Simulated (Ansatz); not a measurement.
Calibrating PBE-D4/def2-TZVPP on molecular compounds of Sb

The vertical ionisation energy (cation less neutral) in eV of 8 molecular compounds of Sb: x at PBE-D4/def2-TZVPP, y at CCSD(T)/def2-TZVPP. Shapes, held fixed at every level: PBE0-D4/def2-TZVP. Flexible molecules stand in one conformer, not always the lowest. Programs: Ansatz 0.2.0.

```
                                     molecule  x (eV)  y (eV)
C4H14NSbSi (SMILES C[CH2][Sb]([SiH3])[N](C)C)    7.19    7.50
     C2H9O2SbSi (SMILES C[O][Sb]([SiH3])[O]C)    8.29    8.66
                                   Sb(SiH3)2F    8.88    9.11
                                  SiH3(SbCl2)    8.90    9.22
                                    SbH2(CH3)    9.19    9.28
                                   SiH3(SbH2)    9.22       ?
                   SbH2Cl (SMILES [Cl][SbH2])    9.68    9.98
                   SbHF2 (SMILES [F][SbH][F])   10.50   10.90
```

Q: Fit y = c + s·x to the known rows and predict y for SiH3(SbH2).

A: 
1. Means of the 7 rows: x = 8.9471, y = 9.236.
2. Σ(Δx)² = 6.5335, Σ(Δx·Δy) = 6.578, so the slope is 6.578/6.5335 = 1.0068.
3. Intercept: 9.236 − (1.0068) × 8.9471 = 0.228. The largest residual of the fit is 0.20.
4. SiH3(SbH2): 0.228 + 1.0068 × 9.22 = 9.51 eV.

CCSD(T)/def2-TZVPP gives 9.29 eV, so the prediction is off by +0.22 eV, about the largest residual. Uncorrected, PBE-D4/def2-TZVPP misses SiH3(SbH2) by -0.07 eV, and the other rows by 0.29 on average. The line makes this one worse. Left out in turn, the other rows are missed by 0.11 eV on average, so much of the error is systematic among these molecules. Cations run unrestricted. For atoms past krypton def2 sets carry core potentials with scalar relativity. Outer-core shells of Sb are correlated, in sets that cover them unevenly.

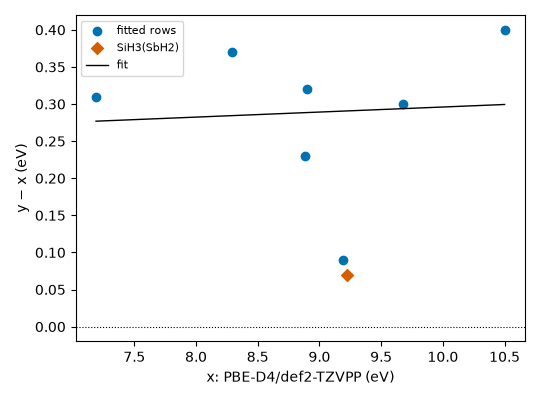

The correction y − x against x, with the fitted line and the withheld molecule.
